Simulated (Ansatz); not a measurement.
BHBrCl3: several calculations on one system

### Relaxation

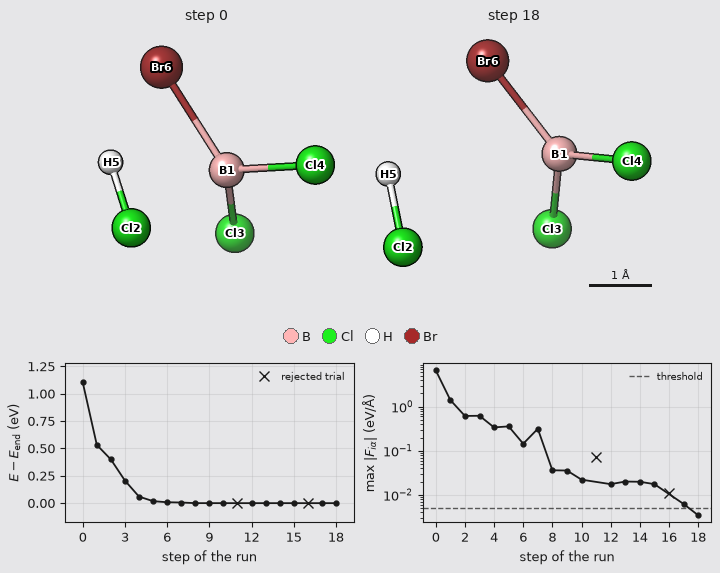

First and last geometry of a relaxation of BHBrCl3 (started from a transition state, displaced along its imaginary mode), with the history of the run. A ball-and-stick model, seen at a tilt.

Method: RKS PBE0-D4/def2-TZVP (Ansatz). Set-up: force threshold 0.005 eV/Å; at most 200 steps.

Question: Read the history and describe the run.

Answer: It converged. The atom that moves furthest after the best rigid fit is Cl2 (0.79 Å). Largest moves by element: Cl 0.79 Å, H 0.61 Å, B 0.60 Å, Br 0.39 Å. Some distances before and after: B1–Cl2 2.195 → 3.581 Å, Cl2–Br6 3.016 → 3.923 Å, H5–Br6 2.081 → 2.964 Å, Cl2–H5 1.160 → 1.281 Å. Among the angles between lasting bonds that change: Cl3–B1–Cl4 116.5° → 120.9°, Cl3–B1–Br6 116.6° → 119.5°. Over 16 accepted moves (18 points after the start) the energy falls by 1.104 eV. The largest force component goes from 6.7 to 0.0035 eV/Å. The line search rejected the trial steps at points 11, 16 of the run. Cost: 50 s on 8 threads of Arm Neoverse V1, on a shared host.

| step | E − E(0), eV | largest force component, eV/Å | note |
| --- | --- | --- | --- |
| 0 | 0.0000 | 6.6519 |  |
| 1 | -0.5711 | 1.4132 |  |
| 2 | -0.7042 | 0.6163 |  |
| 3 | -0.8976 | 0.6220 |  |
| 4 | -1.0438 | 0.3390 |  |
| 5 | -1.0855 | 0.3575 |  |
| 6 | -1.0955 | 0.1446 |  |
| 7 | -1.0979 | 0.3156 |  |
| 8 | -1.1036 | 0.0362 |  |
| 9 | -1.1036 | 0.0357 |  |
| 10 | -1.1037 | 0.0222 |  |
| 11 | -1.1036 | 0.0715 | rejected |
| 12 | -1.1037 | 0.0175 |  |
| 13 | -1.1037 | 0.0201 |  |
| 14 | -1.1038 | 0.0199 |  |
| 15 | -1.1038 | 0.0176 |  |
| 16 | -1.1038 | 0.0112 | rejected |
| 17 | -1.1038 | 0.0063 |  |
| 18 | -1.1038 | 0.0035 |  |

### Relaxation

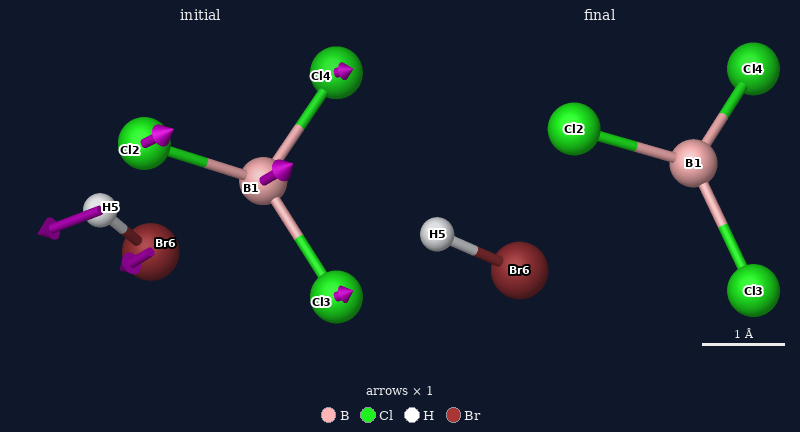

The structure of BHBrCl3 (started from a transition state, displaced along its imaginary mode) before (left) and after (right) a relaxation, at one scale. The purple arrows give the displacements, at their true length.

Style: ball-and-stick. Shown from a free direction.

Computed with Ansatz, RKS PBE0-D4/def2-TZVP.

The input:
```yaml
crystal:
  periodic: [false, false, false]
  atoms:
    - {symbol: B, position_ang: [-0.406208, -0.213910, -0.386139]}
    - {symbol: Cl, position_ang: [0.840812, 0.763828, -1.219021]}
    - {symbol: Cl, position_ang: [-0.305301, -1.965845, -0.603120]}
    - {symbol: Cl, position_ang: [-1.998832, 0.532735, -0.205571]}
    - {symbol: H, position_ang: [1.214304, 0.714899, 0.679783]}
    - {symbol: Br, position_ang: [0.655325, 0.168294, 1.733968]}
basis:
  gaussian: {orbitals: def2-TZVP}
hamiltonian: {xc: pbe0, dispersion: d4}
relax: {f_tol: 0.005, max_steps: 200}
```

Launched with:
```bash
ansatz run in.yaml --threads 8 --pin off --events-out ev --progress --plain --max-ram 19148MiB
```

### What changed between the two?

The atom that moves furthest after the best rigid fit is H5 (1.02 Å). Largest moves by element: H 1.02 Å, Br 0.64 Å, B 0.62 Å, Cl 0.54 Å. Near-neighbour distances that change, for instance: Cl2–H5 1.936 → 3.376 Å, B1–Br6 2.402 → 3.658 Å, Cl2–Br6 3.018 → 3.992 Å, Cl3–Br6 3.307 → 4.096 Å. Among the angles between lasting bonds that change: Cl2–B1–Cl3 116.4° → 119.8°. The energy falls by 1.014 eV in 18 geometry steps. The largest force component goes from 4.5 to 0.00034 eV/Å. The forces were under the threshold at step 11, but the run went on from there.

### Reaction

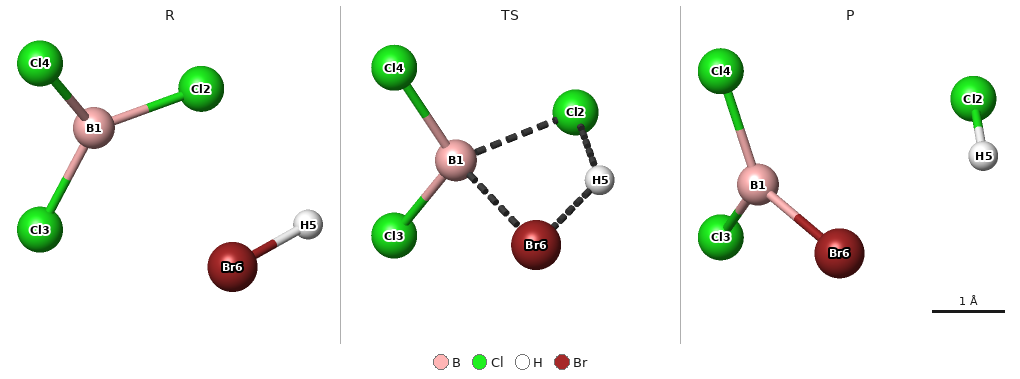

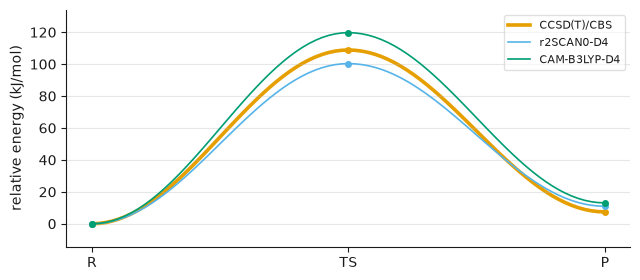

A reaction step of BHBrCl3, with its energy diagram. A ball-and-stick model, seen from a free direction. Dashed sticks mark bonds that form or break.

Stationary points at PBE0-D4/def2-TZVP, single-point energies with CCSD(T)/CBS, r2SCAN0-D4, CAM-B3LYP-D4 (def2-TZVPP where no basis is named; Ansatz 0.2.0). The energies are electronic, without zero-point or thermal terms, and both ends are the minima reached downhill from the saddle, with any fragments still in contact. CCSD(T)/CBS stands for a frozen-core estimate: MP2 correlation extrapolated from def2-TZVPP and def2-QZVPP, CCSD(T) minus MP2 from the smaller set.

Describe the step and its energetics.

Counted by bonded pieces, R holds BCl₃ + HBr and P holds BBrCl₂ + HCl. From R over the saddle to P, bonds form: B1–Br6 (3.66 → 2.20 → 1.91 Å), Cl2–H5 (3.38 → 1.55 → 1.28 Å). Bonds break: B1–Cl2 (1.74 → 1.99 → 3.58 Å), H5–Br6 (1.42 → 1.70 → 2.96 Å). The saddle has one imaginary mode, 669i cm⁻¹. With CCSD(T)/CBS the barrier is 108.8 kJ/mol from R and 101.4 kJ/mol from P, and P lies 7.4 kJ/mol above R.

```tsv
level	barrier from R (kJ/mol)	barrier from P (kJ/mol)	P less R (kJ/mol)
CCSD(T)/CBS	108.8	101.4	7.4
r2SCAN0-D4	100.3	89.4	11.0
CAM-B3LYP-D4	119.7	106.6	13.1
```

Against CCSD(T)/CBS, r2SCAN0-D4 comes closest on the barrier from R (−8.5 kJ/mol) and CAM-B3LYP-D4 misses most (+10.9 kJ/mol).

Limits of the set-up: the start holds two separate molecules, 3.4 Å apart at their closest, whose relative position is a soft coordinate.
